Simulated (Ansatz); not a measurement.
## Electronic structure of C4H7Al in real space

```xyz
12

C     2.5759    0.5790    0.0532
C     1.2132    0.0777    0.2308
C     0.0896   -0.3350    0.3765
C    -1.2734   -0.8371    0.5550
Al   -2.4982    0.0771   -0.7237
H     2.5994    1.2937   -0.7951
H     2.9043    1.0939    0.9795
H     3.2577   -0.2699   -0.1596
H    -1.2926   -1.9301    0.3659
H    -1.6083   -0.6359    1.5933
H    -3.3090   -0.7783   -1.8009
H    -2.6586    1.6650   -0.6749
```

Method: SCF lc_wpbe, Gaussian basis in Ansatz.

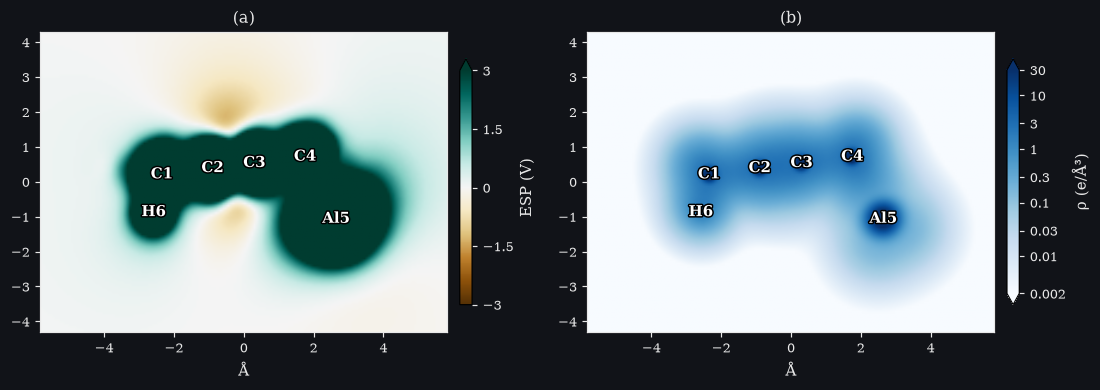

Figure 1. (a) electrostatic potential; (b) electron density on the plane of atoms C3, C4 and Al5.

> What do the fields say about this system?

- Atoms in the plane: C, Al and H.
- C–C (1.21 Å): ρ is about 2.6 e/Å³ halfway.
- C–Al (1.99 Å): ρ at the midpoint is about 0.7 e/Å³.
- C–H (1.11 Å): ρ is about 1.9 e/Å³ halfway.
- Outside the dense part of the molecule the potential is most negative (−1.3 V) near C2.

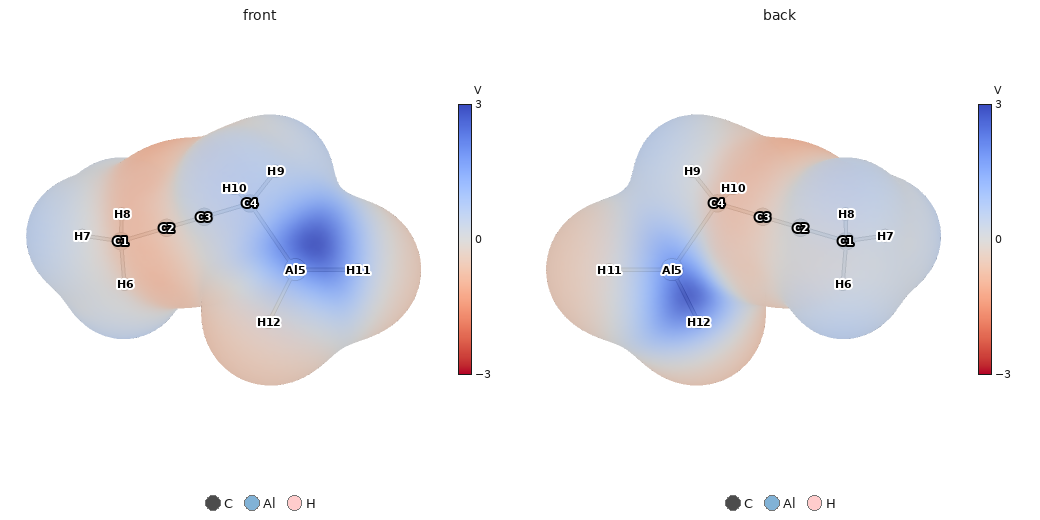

Figure 2. The electrostatic potential painted on the density surface at 0.001 e/bohr³, seen from the front and from behind; the colour scale runs from red (negative) to blue (positive).

> Which sites attract a positive test charge, and which a negative one?

A positive charge is drawn to the negative regions and a negative charge to the positive ones. The most negative region (about −0.9 V) lies over C2 and C3, the most positive (about +2.7 V) over Al5.

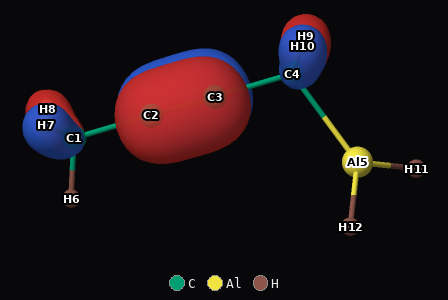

Figure 3. The HOMO−1 at ±0.15 Å⁻³ᐟ² (blue and red are the two phases), seen across its widest extent.

> Where does this orbital lie, and at what energy?

Its weight (Hirshfeld) is mainly on C3 (about 35 %), C2 (about 35 %), C4 (about 5 %) and C1 (about 5 %); π-bonding across C3–C2. Its energy is −9.88 eV.
